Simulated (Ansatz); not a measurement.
**CH3Al (triplet): wB97M-V, B2PLYP, RPA-PBE over vertical spin and charge gaps and displaced geometries, cc-pVDZ**

How well do these functionals follow the top wave-function level for CH3Al (triplet) over vertical spin and charge gaps and displaced geometries?

Method: cc-pVDZ, all electrons in the functionals, frozen cores in the correlation of double hybrids and RPA; program: Ansatz 0.2.0, Gaussian basis.

Plan: wB97M-V, B2PLYP, RPA-PBE, at charge 0, triplet; charge 0, singlet; charge 0, quintet; charge 1, doublet; charge 1, quartet; displaced geometry v1; displaced geometry v2.

31 further runs of the same task are left out: 2 for a known fault of the program, 17 that didn't finish, 12 set aside as unsound or not needed. Runs told in other sessions of the task aren't counted.

**1. The system**

The geometry is a PBE0/def2-TZVP stationary point (not a proven minimum).

5 atoms, charge 0, spin multiplicity 3.

Atoms are counted from 1 here; the program's logs count them from 0.

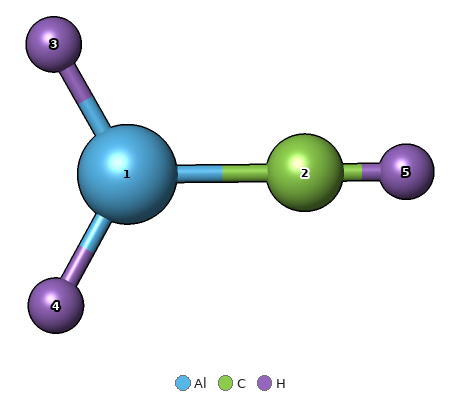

The geometry (aluminium blue, carbon green, hydrogen purple); atoms are numbered from 1 in the order of the file.

Coordinates:

```
Al    0.0000    0.0000    0.5743
C     0.0000    0.0000   -1.3152
H     0.0000    1.3820    1.3476
H     0.0000   -1.3820    1.3476
H     0.0000    0.0000   -2.3973
```

No dispersion term is added; wB97M-V holds VV10 nonlocal correlation.

The geometry shown and the zero of energy belong to the point charge 0, triplet. The yardstick, UCCSDT(Q), and other wave-function levels (R restricted, U unrestricted, valence and pair active spaces) come from earlier runs.

**2. wB97M-V, charge 0, triplet**

Contents of in.yaml:

```yaml
crystal:
  periodic: [false, false, false]
  atoms:
    - {symbol: Al, position_ang: [0.000000, 0.000000, 0.574312]}
    - {symbol: C, position_ang: [0.000000, 0.000000, -1.315163]}
    - {symbol: H, position_ang: [0.000000, 1.382040, 1.347560]}
    - {symbol: H, position_ang: [0.000000, -1.382040, 1.347560]}
    - {symbol: H, position_ang: [0.000000, 0.000000, -2.397288]}
basis:
  gaussian: {orbitals: cc-pVDZ}
magnetization: {spin_polarized: true, initial_magnetization: 2}
hamiltonian: {xc: {name: wB97M-V}}
output: {forces: true, orbitals: {seedname: orbitals}}
```

Run with:

```console
$ ansatz run in.yaml --threads 1 --pin off --events-out ev --progress --plain --max-ram 2393MiB
```

Output (excerpt; [...] marks lines left out):

```text
Functional definition: wB97M-V
  name "wB97M-V"
  cite "Mardirossian & Head-Gordon, J. Chem. Phys. 144, 214110 (2016) doi:10.1063/1.4952647"
  cite "Becke, J. Chem. Phys. 107, 8554 (1997) doi:10.1063/1.475007"
  cite "Vydrov & Van Voorhis, J. Chem. Phys. 133, 244103 (2010) doi:10.1063/1.3521275"
  # Of w^i u^j: cxij and so on, Table III.
[...]
  gx(w, u) = 1 - cx + cx01*u + cx10*w
  gss(w, u) = css00 + css04*u^4 + css10*w + css20*w^2 + css43*w^4*u^3
  gos(w, u) = cos00 + cos10*w + (cos20 + cos21*u)*w^2 + (cos60 + cos61*u)*w^6
[...]
      + integral(e_c_pw_mod_opposite_spin*gos(b97_w_opposite, b97_u_opposite)) + vv10(b, c)
443 factors; integrals over basis functions are off by at most 9.2e-4 eV
165 factors; integrals over basis functions are off by at most 1.1e-5 eV
[...]
mean field -7677.53087329 eV, -282.1440555759 hartree, gradient 4.9e-5 eV, S^2 2.005794; 0 other end points of the search recorded, 0 dependent functions left out
[...]
reference -7677.53091881 eV, -282.1440572491 hartree; 12, 10 occupied and 35, 37 virtual orbitals, 443 factors
Total energy: -7677.53091881 eV, -282.1440572491 hartree
Atom 0 at     0.000000     0.000000     0.574312 Å, force    -0.000000    -0.000000     0.293887 eV/Å
Atom 1 at     0.000000     0.000000    -1.315163 Å, force    -0.000000    -0.000000     0.066235 eV/Å
Atom 2 at     0.000000     1.382040     1.347560 Å, force     0.000000    -0.005407    -0.007163 eV/Å
Atom 3 at     0.000000    -1.382040     1.347560 Å, force     0.000000     0.005407    -0.007163 eV/Å
Atom 4 at     0.000000     0.000000    -2.397288 Å, force    -0.000000     0.000000    -0.345795 eV/Å
Dipole moment:    -0.000000    -0.000000    -0.143153 e Å
```

It took 5.5 s on 1 thread of Intel Xeon Platinum 8259CL at 2.50GHz, shared host.

From the report: ⟨S²⟩ of the determinant 2.006 (pure triplet: 2.00).

**3. wB97M-V, charge 0, singlet**

Edit in.yaml of step 2 so:

```diff
@@ -10,3 +10,3 @@
   gaussian: {orbitals: cc-pVDZ}
-magnetization: {spin_polarized: true, initial_magnetization: 2}
+magnetization: {spin_polarized: true, initial_magnetization: 0}
 hamiltonian: {xc: {name: wB97M-V}}
```

Same command.

Output (excerpt; [...] marks lines left out):

```text
Functional definition: wB97M-V
  name "wB97M-V"
  cite "Mardirossian & Head-Gordon, J. Chem. Phys. 144, 214110 (2016) doi:10.1063/1.4952647"
  cite "Becke, J. Chem. Phys. 107, 8554 (1997) doi:10.1063/1.475007"
  cite "Vydrov & Van Voorhis, J. Chem. Phys. 133, 244103 (2010) doi:10.1063/1.3521275"
  # Of w^i u^j: cxij and so on, Table III.
[...]
  gx(w, u) = 1 - cx + cx01*u + cx10*w
  gss(w, u) = css00 + css04*u^4 + css10*w + css20*w^2 + css43*w^4*u^3
  gos(w, u) = cos00 + cos10*w + (cos20 + cos21*u)*w^2 + (cos60 + cos61*u)*w^6
[...]
      + integral(e_c_pw_mod_opposite_spin*gos(b97_w_opposite, b97_u_opposite)) + vv10(b, c)
443 factors; integrals over basis functions are off by at most 9.2e-4 eV
165 factors; integrals over basis functions are off by at most 1.1e-5 eV
[...]
mean field -7677.01038511 eV, -282.1249279884 hartree, gradient 4.2e-7 eV, S^2 0.894782; 6 other end points of the search recorded, 0 dependent functions left out
[...]
reference -7677.01043079 eV, -282.1249296668 hartree; 11, 11 occupied and 36, 36 virtual orbitals, 443 factors
Total energy: -7677.01043079 eV, -282.1249296668 hartree
Atom 0 at     0.000000     0.000000     0.574312 Å, force    -0.000000    -0.000000     0.102177 eV/Å
Atom 1 at     0.000000     0.000000    -1.315163 Å, force    -0.000000    -0.000000     0.352188 eV/Å
Atom 2 at     0.000000     1.382040     1.347560 Å, force     0.000000     0.013738    -0.074556 eV/Å
Atom 3 at     0.000000    -1.382040     1.347560 Å, force    -0.000000    -0.013738    -0.074556 eV/Å
Atom 4 at     0.000000     0.000000    -2.397288 Å, force    -0.000000    -0.000000    -0.305253 eV/Å
Dipole moment:    -0.000000     0.000000    -0.168698 e Å
```

It took 19 s on 1 thread of Intel Xeon Platinum 8259CL at 2.50GHz, shared host.

From the report: ⟨S²⟩ of the determinant 0.895 (pure singlet: 0.00). The determinant of wB97M-V (⟨S²⟩ 0.89) is far from a pure spin state, so its energy mixes those of several spin states; that is harmless only where they are near-degenerate.

From charge 0, triplet: +50.2 kJ/mol.

**4. wB97M-V, charge 0, quintet**

Edit in.yaml of step 3 so:

```diff
@@ -10,3 +10,3 @@
   gaussian: {orbitals: cc-pVDZ}
-magnetization: {spin_polarized: true, initial_magnetization: 0}
+magnetization: {spin_polarized: true, initial_magnetization: 4}
 hamiltonian: {xc: {name: wB97M-V}}
```

Launched as before.

Output (excerpt; [...] marks lines left out):

```text
Functional definition: wB97M-V
  name "wB97M-V"
  cite "Mardirossian & Head-Gordon, J. Chem. Phys. 144, 214110 (2016) doi:10.1063/1.4952647"
  cite "Becke, J. Chem. Phys. 107, 8554 (1997) doi:10.1063/1.475007"
  cite "Vydrov & Van Voorhis, J. Chem. Phys. 133, 244103 (2010) doi:10.1063/1.3521275"
  # Of w^i u^j: cxij and so on, Table III.
[...]
  gx(w, u) = 1 - cx + cx01*u + cx10*w
  gss(w, u) = css00 + css04*u^4 + css10*w + css20*w^2 + css43*w^4*u^3
  gos(w, u) = cos00 + cos10*w + (cos20 + cos21*u)*w^2 + (cos60 + cos61*u)*w^6
[...]
      + integral(e_c_pw_mod_opposite_spin*gos(b97_w_opposite, b97_u_opposite)) + vv10(b, c)
443 factors; integrals over basis functions are off by at most 9.2e-4 eV
165 factors; integrals over basis functions are off by at most 1.1e-5 eV
[...]
mean field -7671.45502059 eV, -281.9207721077 hartree, gradient 3.5e-5 eV, S^2 6.015264; 1 other end points of the search recorded, 0 dependent functions left out
[...]
reference -7671.45506154 eV, -281.9207736125 hartree; 13, 9 occupied and 34, 38 virtual orbitals, 443 factors
Total energy: -7671.45506154 eV, -281.9207736125 hartree
Atom 0 at     0.000000     0.000000     0.574312 Å, force    -0.000000    -0.000000    -1.364901 eV/Å
Atom 1 at     0.000000     0.000000    -1.315163 Å, force    -0.000000    -0.000000    -0.809747 eV/Å
Atom 2 at     0.000000     1.382040     1.347560 Å, force     0.000000     0.560737     1.211818 eV/Å
Atom 3 at     0.000000    -1.382040     1.347560 Å, force     0.000000    -0.560737     1.211818 eV/Å
Atom 4 at     0.000000     0.000000    -2.397288 Å, force     0.000000     0.000000    -0.248987 eV/Å
Dipole moment:    -0.000000     0.000000     0.174390 e Å
```

Run time: 6 s. Hardware: 1 thread of Intel Xeon Platinum 8259CL at 2.50GHz, shared host.

From the report: ⟨S²⟩ of the determinant 6.015 (pure quintet: 6.00).

From charge 0, triplet: +586.2 kJ/mol.

**5. wB97M-V, charge 1, doublet**

Edit in.yaml of step 4 so:

```diff
@@ -10,4 +10,5 @@
   gaussian: {orbitals: cc-pVDZ}
-magnetization: {spin_polarized: true, initial_magnetization: 4}
+total_charge: 1
+magnetization: {spin_polarized: true, initial_magnetization: 1}
 hamiltonian: {xc: {name: wB97M-V}}
-output: {forces: true, orbitals: {seedname: orbitals}}
+output: {orbitals: {seedname: orbitals}}
```

Launched as before.

Output (excerpt; [...] marks lines left out):

```text
Functional definition: wB97M-V
  name "wB97M-V"
  cite "Mardirossian & Head-Gordon, J. Chem. Phys. 144, 214110 (2016) doi:10.1063/1.4952647"
  cite "Becke, J. Chem. Phys. 107, 8554 (1997) doi:10.1063/1.475007"
  cite "Vydrov & Van Voorhis, J. Chem. Phys. 133, 244103 (2010) doi:10.1063/1.3521275"
  # Of w^i u^j: cxij and so on, Table III.
[...]
  gx(w, u) = 1 - cx + cx01*u + cx10*w
  gss(w, u) = css00 + css04*u^4 + css10*w + css20*w^2 + css43*w^4*u^3
  gos(w, u) = cos00 + cos10*w + (cos20 + cos21*u)*w^2 + (cos60 + cos61*u)*w^6
[...]
      + integral(e_c_pw_mod_opposite_spin*gos(b97_w_opposite, b97_u_opposite)) + vv10(b, c)
443 factors; integrals over basis functions are off by at most 9.2e-4 eV
165 factors; integrals over basis functions are off by at most 1.1e-5 eV
[...]
mean field -7668.16524606 eV, -281.7998751236 hartree, gradient 5.3e-6 eV, S^2 0.793376; 3 other end points of the search recorded, 0 dependent functions left out
reference -7668.16529129 eV, -281.7998767859 hartree; 11, 10 occupied and 36, 37 virtual orbitals, 443 factors
Total energy: -7668.16529129 eV, -281.7998767859 hartree
```

Wall time 8 s (1 thread of Intel Xeon Platinum 8259CL at 2.50GHz, shared host).

From the report: ⟨S²⟩ of the determinant 0.793 (pure doublet: 0.75).

From charge 0, triplet: +903.6 kJ/mol.

**6. wB97M-V, charge 1, quartet**

Edit in.yaml of step 5 so:

```diff
@@ -11,3 +11,3 @@
 total_charge: 1
-magnetization: {spin_polarized: true, initial_magnetization: 1}
+magnetization: {spin_polarized: true, initial_magnetization: 3}
 hamiltonian: {xc: {name: wB97M-V}}
```

Same command.

Output (excerpt; [...] marks lines left out):

```text
Functional definition: wB97M-V
  name "wB97M-V"
  cite "Mardirossian & Head-Gordon, J. Chem. Phys. 144, 214110 (2016) doi:10.1063/1.4952647"
  cite "Becke, J. Chem. Phys. 107, 8554 (1997) doi:10.1063/1.475007"
  cite "Vydrov & Van Voorhis, J. Chem. Phys. 133, 244103 (2010) doi:10.1063/1.3521275"
  # Of w^i u^j: cxij and so on, Table III.
[...]
  gx(w, u) = 1 - cx + cx01*u + cx10*w
  gss(w, u) = css00 + css04*u^4 + css10*w + css20*w^2 + css43*w^4*u^3
  gos(w, u) = cos00 + cos10*w + (cos20 + cos21*u)*w^2 + (cos60 + cos61*u)*w^6
[...]
      + integral(e_c_pw_mod_opposite_spin*gos(b97_w_opposite, b97_u_opposite)) + vv10(b, c)
443 factors; integrals over basis functions are off by at most 9.2e-4 eV
165 factors; integrals over basis functions are off by at most 1.1e-5 eV
[...]
mean field -7666.38613890 eV, -281.7344941415 hartree, gradient 4.8e-5 eV, S^2 3.771779; 1 other end points of the search recorded, 0 dependent functions left out
reference -7666.38618249 eV, -281.7344957435 hartree; 12, 9 occupied and 35, 38 virtual orbitals, 443 factors
Total energy: -7666.38618249 eV, -281.7344957435 hartree
```

Run time: 4.9 s. Hardware: 1 thread of Intel Xeon Platinum 8259CL at 2.50GHz, shared host.

From the report: ⟨S²⟩ of the determinant 3.772 (pure quartet: 3.75).

From charge 0, triplet: +1075.3 kJ/mol.

**7. wB97M-V, displaced geometry v1**

Contents of in.yaml:

```yaml
crystal:
  periodic: [false, false, false]
  atoms:
    - {symbol: Al, position_ang: [0.002794, 0.004133, 0.581175]}
    - {symbol: C, position_ang: [0.001961, -0.012009, -1.319453]}
    - {symbol: H, position_ang: [0.049925, 1.429341, 1.300657]}
    - {symbol: H, position_ang: [-0.052852, -1.397553, 1.330459]}
    - {symbol: H, position_ang: [-0.095236, 0.000666, -2.465878]}
basis:
  gaussian: {orbitals: cc-pVDZ}
magnetization: {spin_polarized: true, initial_magnetization: 2}
hamiltonian: {xc: {name: wB97M-V}}
output: {orbitals: {seedname: orbitals}}
```

The command is unchanged.

Output (excerpt; [...] marks lines left out):

```text
Functional definition: wB97M-V
  name "wB97M-V"
  cite "Mardirossian & Head-Gordon, J. Chem. Phys. 144, 214110 (2016) doi:10.1063/1.4952647"
  cite "Becke, J. Chem. Phys. 107, 8554 (1997) doi:10.1063/1.475007"
  cite "Vydrov & Van Voorhis, J. Chem. Phys. 133, 244103 (2010) doi:10.1063/1.3521275"
  # Of w^i u^j: cxij and so on, Table III.
[...]
  gx(w, u) = 1 - cx + cx01*u + cx10*w
  gss(w, u) = css00 + css04*u^4 + css10*w + css20*w^2 + css43*w^4*u^3
  gos(w, u) = cos00 + cos10*w + (cos20 + cos21*u)*w^2 + (cos60 + cos61*u)*w^6
[...]
      + integral(e_c_pw_mod_opposite_spin*gos(b97_w_opposite, b97_u_opposite)) + vv10(b, c)
443 factors; integrals over basis functions are off by at most 1.1e-3 eV
165 factors; integrals over basis functions are off by at most 1.1e-5 eV
[...]
mean field -7677.46985355 eV, -282.1418131421 hartree, gradient 4.3e-5 eV, S^2 2.006444; 0 other end points of the search recorded, 0 dependent functions left out
reference -7677.46989906 eV, -282.1418148144 hartree; 12, 10 occupied and 35, 37 virtual orbitals, 443 factors
Total energy: -7677.46989906 eV, -282.1418148144 hartree
```

It took 5.5 s on 1 thread of Intel Xeon Platinum 8259CL at 2.50GHz, shared host.

From the report: ⟨S²⟩ of the determinant 2.006 (pure triplet: 2.00).

From charge 0, triplet: +5.9 kJ/mol.

**8. wB97M-V, displaced geometry v2**

Contents of in.yaml:

```yaml
crystal:
  periodic: [false, false, false]
  atoms:
    - {symbol: Al, position_ang: [0.051967, 0.002448, 0.572347]}
    - {symbol: C, position_ang: [-0.112907, 0.010822, -1.305535]}
    - {symbol: H, position_ang: [-0.036287, 1.360438, 1.349008]}
    - {symbol: H, position_ang: [0.046822, -1.458912, 1.367222]}
    - {symbol: H, position_ang: [-0.056237, -0.096005, -2.480509]}
basis:
  gaussian: {orbitals: cc-pVDZ}
magnetization: {spin_polarized: true, initial_magnetization: 2}
hamiltonian: {xc: {name: wB97M-V}}
output: {orbitals: {seedname: orbitals}}
```

The command is unchanged.

Output (excerpt; [...] marks lines left out):

```text
Functional definition: wB97M-V
  name "wB97M-V"
  cite "Mardirossian & Head-Gordon, J. Chem. Phys. 144, 214110 (2016) doi:10.1063/1.4952647"
  cite "Becke, J. Chem. Phys. 107, 8554 (1997) doi:10.1063/1.475007"
  cite "Vydrov & Van Voorhis, J. Chem. Phys. 133, 244103 (2010) doi:10.1063/1.3521275"
  # Of w^i u^j: cxij and so on, Table III.
[...]
  gx(w, u) = 1 - cx + cx01*u + cx10*w
  gss(w, u) = css00 + css04*u^4 + css10*w + css20*w^2 + css43*w^4*u^3
  gos(w, u) = cos00 + cos10*w + (cos20 + cos21*u)*w^2 + (cos60 + cos61*u)*w^6
[...]
      + integral(e_c_pw_mod_opposite_spin*gos(b97_w_opposite, b97_u_opposite)) + vv10(b, c)
443 factors; integrals over basis functions are off by at most 1.3e-3 eV
165 factors; integrals over basis functions are off by at most 1.2e-5 eV
[...]
mean field -7677.34956697 eV, -282.1373926916 hartree, gradient 4.9e-5 eV, S^2 2.006722; 0 other end points of the search recorded, 0 dependent functions left out
reference -7677.34961247 eV, -282.1373943639 hartree; 12, 10 occupied and 35, 37 virtual orbitals, 443 factors
Total energy: -7677.34961247 eV, -282.1373943639 hartree
```

It took 5.5 s on 1 thread of Intel Xeon Platinum 8259CL at 2.50GHz, shared host.

From the report: ⟨S²⟩ of the determinant 2.007 (pure triplet: 2.00).

From charge 0, triplet: +17.5 kJ/mol.

**9. B2PLYP, charge 0, triplet**

Contents of in.yaml:

```yaml
crystal:
  periodic: [false, false, false]
  atoms:
    - {symbol: Al, position_ang: [0.000000, 0.000000, 0.574312]}
    - {symbol: C, position_ang: [0.000000, 0.000000, -1.315163]}
    - {symbol: H, position_ang: [0.000000, 1.382040, 1.347560]}
    - {symbol: H, position_ang: [0.000000, -1.382040, 1.347560]}
    - {symbol: H, position_ang: [0.000000, 0.000000, -2.397288]}
basis:
  gaussian: {orbitals: cc-pVDZ}
magnetization: {spin_polarized: true, initial_magnetization: 2}
hamiltonian: {xc: {name: B2PLYP}}
correlation: {electrons: outside_noble_gas}
```

Launched as before.

Output (excerpt; [...] marks lines left out):

```text
Functional definition: B2PLYP
  name "B2PLYP"
  cite "Grimme, J. Chem. Phys. 124, 034108 (2006) doi:10.1063/1.2148954"
  cite "Becke, Phys. Rev. A 38, 3098 (1988) doi:10.1103/PhysRevA.38.3098"
  cite "Lee, Yang & Parr, Phys. Rev. B 37, 785 (1988) doi:10.1103/PhysRevB.37.785"
[...]
443 factors; integrals over basis functions are off by at most 9.2e-4 eV
[...]
mean field -7672.80257670 eV, -281.9702938815 hartree, gradient 2.7e-6 eV, S^2 2.010921; 0 other end points of the search recorded, 0 dependent functions left out
6 core orbitals not correlated: weight in the atoms' cores, before any rotation towards them, 1.000 or more for the frozen orbitals, at most 0.000 for the correlated occupied ones
reference -7672.80272127 eV, -281.9702991941 hartree; 6, 4 occupied and 35, 37 virtual orbitals, 443 factors
second order -5.13510116 eV of doubles, -0.00000000 eV of singles
Total energy: -7674.18919858 eV, -282.0212512956 hartree
```

It took 1.6 s on 1 thread of Intel Xeon Platinum 8259CL at 2.50GHz, shared host.

From the report: ⟨S²⟩ of the determinant 2.011 (pure triplet: 2.00).

**10. B2PLYP, charge 0, singlet**

Edit in.yaml of step 9 so:

```diff
@@ -10,3 +10,3 @@
   gaussian: {orbitals: cc-pVDZ}
-magnetization: {spin_polarized: true, initial_magnetization: 2}
+magnetization: {spin_polarized: true, initial_magnetization: 0}
 hamiltonian: {xc: {name: B2PLYP}}
```

Launched as before.

Output (excerpt; [...] marks lines left out):

```text
Functional definition: B2PLYP
  name "B2PLYP"
  cite "Grimme, J. Chem. Phys. 124, 034108 (2006) doi:10.1063/1.2148954"
  cite "Becke, Phys. Rev. A 38, 3098 (1988) doi:10.1103/PhysRevA.38.3098"
  cite "Lee, Yang & Parr, Phys. Rev. B 37, 785 (1988) doi:10.1103/PhysRevB.37.785"
[...]
443 factors; integrals over basis functions are off by at most 9.2e-4 eV
[...]
mean field -7672.38480489 eV, -281.9549410504 hartree, gradient 3.4e-6 eV, S^2 0.961610; 5 other end points of the search recorded, 0 dependent functions left out
6 core orbitals not correlated: weight in the atoms' cores, before any rotation towards them, 1.000 or more for the frozen orbitals, at most 0.000 for the correlated occupied ones
reference -7672.38495015 eV, -281.9549463889 hartree; 5, 5 occupied and 36, 36 virtual orbitals, 443 factors
second order -5.24990228 eV of doubles, -0.00000000 eV of singles
Total energy: -7673.80242377 eV, -282.0070375834 hartree
```

Wall time 4.8 s (1 thread of Intel Xeon Platinum 8259CL at 2.50GHz, shared host).

From the report: ⟨S²⟩ of the determinant 0.962 (pure singlet: 0.00). The determinant of B2PLYP (⟨S²⟩ 0.96) is far from a pure spin state, so its energy mixes those of several spin states; that is harmless only where they are near-degenerate.

From charge 0, triplet: +37.3 kJ/mol.

**11. B2PLYP, charge 0, quintet**

Edit in.yaml of step 10 so:

```diff
@@ -10,3 +10,3 @@
   gaussian: {orbitals: cc-pVDZ}
-magnetization: {spin_polarized: true, initial_magnetization: 0}
+magnetization: {spin_polarized: true, initial_magnetization: 4}
 hamiltonian: {xc: {name: B2PLYP}}
```

The command is unchanged.

Output (excerpt; [...] marks lines left out):

```text
Functional definition: B2PLYP
  name "B2PLYP"
  cite "Grimme, J. Chem. Phys. 124, 034108 (2006) doi:10.1063/1.2148954"
  cite "Becke, Phys. Rev. A 38, 3098 (1988) doi:10.1103/PhysRevA.38.3098"
  cite "Lee, Yang & Parr, Phys. Rev. B 37, 785 (1988) doi:10.1103/PhysRevB.37.785"
[...]
443 factors; integrals over basis functions are off by at most 9.2e-4 eV
[...]
mean field -7666.87962631 eV, -281.7526294691 hartree, gradient 4.8e-6 eV, S^2 6.030474; 4 other end points of the search recorded, 0 dependent functions left out
6 core orbitals not correlated: weight in the atoms' cores, before any rotation towards them, 1.000 or more for the frozen orbitals, at most 0.000 for the correlated occupied ones
reference -7666.87978017 eV, -281.7526351235 hartree; 7, 3 occupied and 34, 38 virtual orbitals, 443 factors
second order -5.07843990 eV of doubles, -0.00000000 eV of singles
Total energy: -7668.25095894 eV, -281.8030250140 hartree
```

Wall time 2.9 s (1 thread of Intel Xeon Platinum 8259CL at 2.50GHz, shared host).

From the report: ⟨S²⟩ of the determinant 6.030 (pure quintet: 6.00).

From charge 0, triplet: +573.0 kJ/mol.

**12. B2PLYP, charge 1, doublet**

Edit in.yaml of step 11 so:

```diff
@@ -10,3 +10,4 @@
   gaussian: {orbitals: cc-pVDZ}
-magnetization: {spin_polarized: true, initial_magnetization: 4}
+total_charge: 1
+magnetization: {spin_polarized: true, initial_magnetization: 1}
 hamiltonian: {xc: {name: B2PLYP}}
```

Same command.

Output (excerpt; [...] marks lines left out):

```text
Functional definition: B2PLYP
  name "B2PLYP"
  cite "Grimme, J. Chem. Phys. 124, 034108 (2006) doi:10.1063/1.2148954"
  cite "Becke, Phys. Rev. A 38, 3098 (1988) doi:10.1103/PhysRevA.38.3098"
  cite "Lee, Yang & Parr, Phys. Rev. B 37, 785 (1988) doi:10.1103/PhysRevB.37.785"
[...]
443 factors; integrals over basis functions are off by at most 9.2e-4 eV
[...]
mean field -7663.59208865 eV, -281.6318146886 hartree, gradient 2.7e-6 eV, S^2 0.771776; 4 other end points of the search recorded, 0 dependent functions left out
6 core orbitals not correlated: weight in the atoms' cores, before any rotation towards them, 1.000 or more for the frozen orbitals, at most 0.000 for the correlated occupied ones
reference -7663.59222895 eV, -281.6318198443 hartree; 5, 4 occupied and 36, 37 virtual orbitals, 443 factors
second order -4.86905228 eV of doubles, -0.00000000 eV of singles
Total energy: -7664.90687306 eV, -281.6801321245 hartree
```

It took 2.9 s on 1 thread of Intel Xeon Platinum 8259CL at 2.50GHz, shared host.

From the report: ⟨S²⟩ of the determinant 0.772 (pure doublet: 0.75).

From charge 0, triplet: +895.6 kJ/mol.

(Part 1 of 2 ends here.)
